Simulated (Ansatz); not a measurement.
# C4H10S2 (1,4-butanedithiol): CCSD/6-31G(d) (spherical functions)

Aim: the vertical singlet–triplet gap of C4H10S2 (1,4-butanedithiol) at CCSD/6-31G* (spherical functions), from 2 runs. 

Program for the calculation: Ansatz 0.2.0.

24 further runs of the same task are left out: 24 set aside as unsound or not needed.

## (1) Starting point

C4H10S2 has 16 atoms, charge 0, and is taken as a singlet. As SMILES, `SCCCCS`. The coordinates come from a PBE0-D4/def2-TZVP relaxation. This is one conformer, not always the lowest.

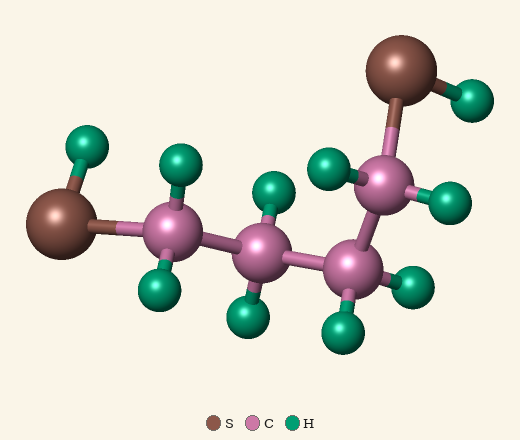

The structure, seen from a chosen angle (sulfur brown, carbon pink, hydrogen teal).

## (2) A single-point energy at CCSD/6-31G(d) (spherical functions)

Contents of molecule.yaml:

```yaml
crystal:
  periodic: [false, false, false]
  atoms:
    - {symbol: S, position_ang: [-1.300550, -2.912300, 0.433690]}
    - {symbol: C, position_ang: [-0.440060, -1.347930, 0.737720]}
    - {symbol: C, position_ang: [0.236320, -0.771270, -0.491210]}
    - {symbol: C, position_ang: [1.073950, 0.466630, -0.199350]}
    - {symbol: C, position_ang: [0.321600, 1.647630, 0.394960]}
    - {symbol: S, position_ang: [-1.102450, 2.220460, -0.570360]}
    - {symbol: H, position_ang: [-2.203660, -2.425310, -0.432490]}
    - {symbol: H, position_ang: [-1.147030, -0.642540, 1.177610]}
    - {symbol: H, position_ang: [0.297570, -1.588490, 1.509310]}
    - {symbol: H, position_ang: [-0.527220, -0.524900, -1.234900]}
    - {symbol: H, position_ang: [0.873990, -1.539030, -0.937350]}
    - {symbol: H, position_ang: [1.883680, 0.206170, 0.494130]}
    - {symbol: H, position_ang: [1.560300, 0.788580, -1.126300]}
    - {symbol: H, position_ang: [0.998970, 2.487230, 0.558620]}
    - {symbol: H, position_ang: [-0.103600, 1.395490, 1.369390]}
    - {symbol: H, position_ang: [-0.421810, 2.539580, -1.683470]}
basis:
  gaussian: {orbitals: 6-31G_st_-spherical.json}
correlation: {method: ccsd, frozen_orbitals: {C: 1, H: 0, S: 5}}
scf: {omitted_lower_state_checks: [cluster_reference, increment]}
accuracy: high
```

The basis set 6-31G* is read from a file made from the Basis Set Exchange's data (not shown).

Run with:

```sh
$ ansatz run molecule.yaml --threads 1 --pin off --max-ram 3480MiB --events-out events.jsonl --progress --plain --runs-dir runs
```

What it wrote (excerpt; [...] marks lines left out):

```text
Warning: RAYON_NUM_THREADS=1 ignored (pool sized by the plan → 1); use --threads N
Functional definition: HF
  name "HF"
[...]
2797 factors; integrals over basis functions are off by at most 9.1e-9 eV
[...]
mean field -25913.54825359 eV, -952.3053334856 hartree, gradient 2.8e-8 eV, S^2 0.000000; 0 other end points of the search recorded, 0 dependent functions left out
14 core orbitals not correlated: weight in the atoms' cores, before any rotation towards them, 1.000 or more for the frozen orbitals, at most 0.000 for the correlated occupied ones
reference -25913.54825359 eV, -952.3053334856 hartree; 19, 19 occupied and 79, 79 virtual orbitals, 2797 factors
second order -20.70477782 eV of doubles, -0.00000000 eV of singles
cycle   1  -22.11917067 eV  change    -1.4e0 eV  update   1.0e-1
[...]
cycle  20  -22.87273905 eV  change    1.5e-9 eV  update   2.4e-9
Total energy: -25936.42099264 eV, -953.1458911419 hartree
Checks for a lower state left out: cluster_reference, increment
```

It took 39 s on 1 thread of Intel Xeon 6975P-C (Granite Rapids), shared host; peak memory 1 GiB.

## (3) The triplet at the same level

molecule.yaml: that of step 2 with these lines changed.

```diff
@@ -20,5 +20,12 @@
 basis:
-  gaussian: {orbitals: 6-31G_st_-spherical.json}
-correlation: {method: ccsd, frozen_orbitals: {C: 1, H: 0, S: 5}}
-scf: {omitted_lower_state_checks: [cluster_reference, increment]}
+  gaussian:
+    orbitals: 6-31G_st_-spherical.json
+magnetization:
+  spin_polarized: true
+  initial_magnetization: 2
+correlation:
+  method: ccsd
+  frozen_orbitals: {C: 1, H: 0, S: 5}
 accuracy: high
+scf:
+  omitted_lower_state_checks: [cluster_reference, increment]
```

The basis set 6-31G* is read from a file made from the Basis Set Exchange's data (not shown).

Run with:

```sh
$ ansatz run molecule.yaml --threads 1 --pin off --max-ram 3480MiB --events-out events.jsonl --progress --plain --runs-dir runs
```

What it wrote:

```text
Warning: RAYON_NUM_THREADS=1 ignored (pool sized by the plan → 1); use --threads N
[... 15 lines left out ...]
14 core orbitals not correlated: weight in the atoms' cores, before any rotation towards them, 1.000 or more for the frozen orbitals, at most 0.000 for the correlated occupied ones
[... 35 lines left out ...]
Total energy: -25930.77734617 eV, -952.9384909594 hartree
Checks for a lower state left out: cluster_reference, increment
```

Run time: 3.2 min. Hardware: 1 thread of Intel Xeon 6975P-C (Granite Rapids), shared host; peak memory 2.2 GiB.

## (4) Results

Level: CCSD/6-31G* (spherical functions), 14 core orbitals frozen.

| quantity | value |
| --- | --- |
| singlet: total energy | -953.14589 Eh |
| singlet: correlation energy (14 core orbitals frozen) | -840.6 mEh |
| singlet: T1 diagnostic | 0.008 |
| triplet: total energy | -952.93849 Eh |
| triplet: correlation energy (14 core orbitals frozen) | -828.6 mEh |
| triplet: ⟨S²⟩ of the reference determinant | 2.017 |
| triplet: T1 diagnostic | 0.017 |
| vertical energy of the triplet above the singlet | 5.644 eV |

What this shows: At this shape the triplet lies 5.64 eV (130 kcal/mol) above the singlet.
